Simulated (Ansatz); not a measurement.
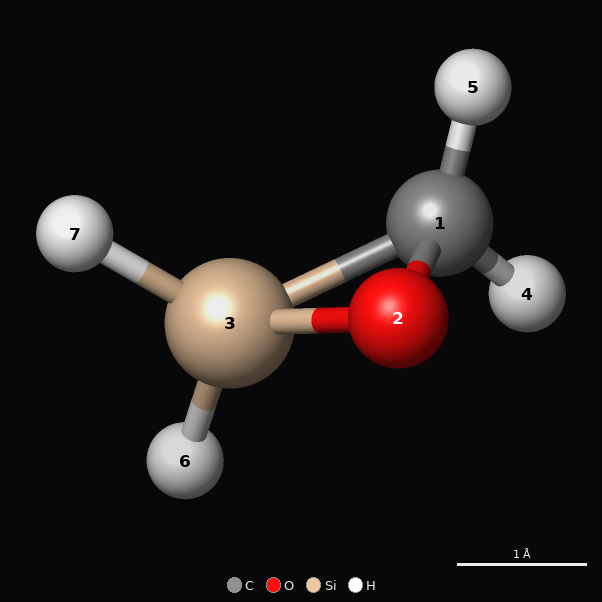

The picture comes from a calculation with Ansatz.

Atoms carry their numbers in the input. Geometry: a frame of the PBE0-D4/def2-SVP trajectory.

> Which bond is the longest?

C1–Si3, 1.813 Å.
